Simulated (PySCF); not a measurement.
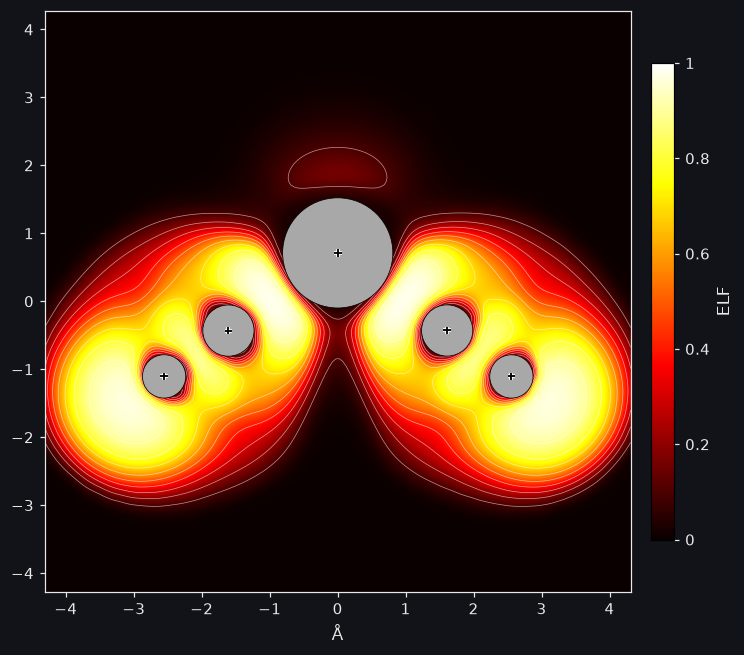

The electron localisation function on a plane through atoms (crosses mark nuclei in the plane; grey discs cover the cores).

All numbers below come from PySCF 2.14.0, PBE0/pcSseg-1 Al:pcSseg-2, SCF density, gas phase, non-relativistic.

Candidates:
A. Al$_{2}$F$_{4}$H$_{4}$N$_{2}$
B. C$_{4}$AlN$_{4}$ (charge −1)

### Which candidate gave the map?

Candidate B: C$_{4}$AlN$_{4}$ on the plane of atoms C4, Al1 and C6, which holds Al, C and N. C–N (1.16 Å): the ELF peaks at about 0.90 between the atoms (a multiple bond). C–Al (1.97 Å): the ELF peaks at about 1 between the atoms: a polar covalent bond.
